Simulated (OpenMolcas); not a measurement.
# Rh²⁺ among point charges: CASSCF and CASPT2 levels and susceptibility

Aim: the splitting of the states of Rh²⁺ in the field of 6 point charges, its lowest levels with spin-orbit coupling and its magnetic susceptibility.

The numbers are computed with OpenMolcas 26.06 (state-averaged CASSCF and CASPT2, spin-orbit coupling by RASSI with atomic mean-field integrals), except any that are marked as measured or tabulated.

## 1. The atom as given

```
Species                           : Rh²⁺ (rhodium, Z = 45, 43 electrons)
Basis                             : ANO-RCC-VDZP [6s5p3d1f], 43 functions
Scalar Hamiltonian                : DKH2, point nucleus
Inactive shells                   : 1s 2s 2p 3s 3p 3d 4s 4p
Active space                      : 7 electrons in 5 orbitals (4d)
Some configurations of this space : 4d7
Orbitals                          : optimised for each spin and parity, averaged over all roots
```

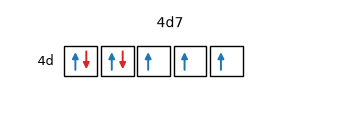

The shells outside the core, filled by Hund's rule for the drawing.

The ion sits among 6 point charges of -1.7 e arranged as a tetragonal octahedron (D4h), 2.09 Å from the ion, with the axial distance 2.424 Å.

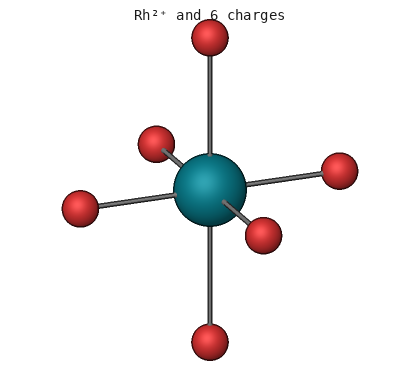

The ion and the point charges (red).

Each step is its own input file, run in one work folder so that later steps find the files of earlier ones. Labels, J, g values, rates, χT and fits are worked out afterwards by a script from the matrices that RASSI stores. The input lists half of the charges; inversion (Group=XYZ) makes the rest.

## 2. Basis and integrals

a.inp

```
&GATEWAY
Coord
1

Rh 0.0 0.0 0.0
Basis=ANO-RCC-VDZP
Group=XYZ
NoMove
AngMom=0.0 0.0 0.0
AMFI
XField
3 Angstrom 0
2.090000 0.000000 0.000000 -1.700000
0.000000 2.090000 0.000000 -1.700000
0.000000 0.000000 2.424400 -1.700000
&SEWARD
```

Launch:

```bash
> OMP_NUM_THREADS=1 MOLCAS_MEM=1689 MOLCAS_PROJECT=a pymolcas a.inp > a.log
```

## 3. Reference wave functions, quartets of even parity, 10 roots

a.inp

```
&RASSCF
FileOrb=start.orb
Symmetry=1
Spin=4
nActEl=7 0 0
Inactive=9 9
Ras2=5 0
CIRoot=10 10 1
SDav=10
CIMx=300
Iter=120 100
PrWF=0.3
OrbListing=Nothing
MaxOrb=0
>>> COPY $Project.JobIph JOB001
```

start.orb holds the contracted functions of the basis, ordered by shell, or the orbitals of the step before.

## 4. Reference wave functions, doublets of even parity, 40 roots

a.inp

```
&RASSCF
FileOrb=start.orb
Symmetry=1
Spin=2
nActEl=7 0 0
Inactive=9 9
Ras2=5 0
CIRoot=40 40 1
SDav=40
CIMx=300
Iter=120 100
PrWF=0.3
OrbListing=Nothing
MaxOrb=0
>>> COPY $Project.JobIph JOB002
```

## 5. State interaction with spin-orbit coupling

a.inp

```
&RASSI
NrOfJobIphs=2 10 40
1 2 3 4 5 6 7 8 9 10
1 2 3 4 5 6 7 8 9 10 11 12 13 14 15 16 17 18 19 20 21 22 23 24 25 26 27
28 29 30 31 32 33 34 35 36 37 38 39 40
IphNames
JOB001
JOB002
EJob
SpinOrbit
DIPRint=1.0
SOCoupling=1000.0
Subsets=2
Property=9
'ANGMOM' 1 'ANGMOM' 2 'ANGMOM' 3 'MLTPL  1' 1 'MLTPL  1' 2 'MLTPL  1' 3
'AMFI' 1 'AMFI' 2 'AMFI' 3
SOProperty=3
'ANGMOM' 1 'ANGMOM' 2 'ANGMOM' 3
```

## 6. CASPT2: IPEA 0.25, imaginary shift 0.1 (closed shells correlated: 4s 4p)

a.inp

```
>>> COPY JOB001 $Project.JobIph
&CASPT2
Multistate=10 1 2 3 4 5 6 7 8 9 10
NoMult
Frozen=8 6
IPEA=0.25
Imaginary=0.1
MaxIter=60
WThr=0.0 0.3 0.05
PrWF=0.5
NoMix
>>> COPY JOB002 $Project.JobIph
&CASPT2
Multistate=40 1 2 3 4 5 6 7 8 9 10 11 12 13 14 15 16 17 18 19 20 21 22
23 24 25 26 27 28 29 30 31 32 33 34 35 36 37 38 39 40
NoMult
Frozen=8 6
IPEA=0.25
Imaginary=0.1
MaxIter=60
WThr=0.0 0.3 0.05
PrWF=0.5
NoMix
```

(Steps that only read results are left out.)

What does the calculation give? Wanted: spin-free ground state; first state of the same spin within the active space; lowest level; next level.

The runs gave:

```
                                            quantity                                                                        value
                                              method  SS-CASPT2, IPEA 0.25, imaginary shift 0.1 (closed shells correlated: 4s 4p)
                              spin-free ground state                                              4A2, 1-fold in its orbital part
first state of the same spin within the active space                                                              4E at 2060 cm⁻¹
                                        lowest level                                            2-fold E1/2, g = 1.88, 5.81, 5.81
                                          next level                                                                   506.8 cm⁻¹
                                         χT at 300 K                                                               3.42 cm³ K/mol
                           effective moment at 300 K                                                                      5.23 μB
```

Cost by method:

| method | time of its own steps | time with the reference |
| --- | --- | --- |
| A. CASSCF | 8.8 s | 8.8 s |
| B. SS-CASPT2, IPEA 0.25, imaginary shift 0.1, +4s 4p | 2.3 s | 11 s |

Times are of one thread on a shared host.

The spin-free ground state (4A2) comes to 94 % from free-ion F terms and keeps the highest spin of the shell. χT at 300 K is 3.42, against 1.88 cm³ K/mol for the spin alone, so orbital moment adds to it. An active space of the d shell alone favours high spin; real ions in strong fields can be low spin. The field of point charges can differ much from that of real complexes. With metal d orbitals alone active, the gaps between spin states are rough; where two lie within a few thousand cm-1, their order is open. This is an electrostatic model: the charges have no orbitals.
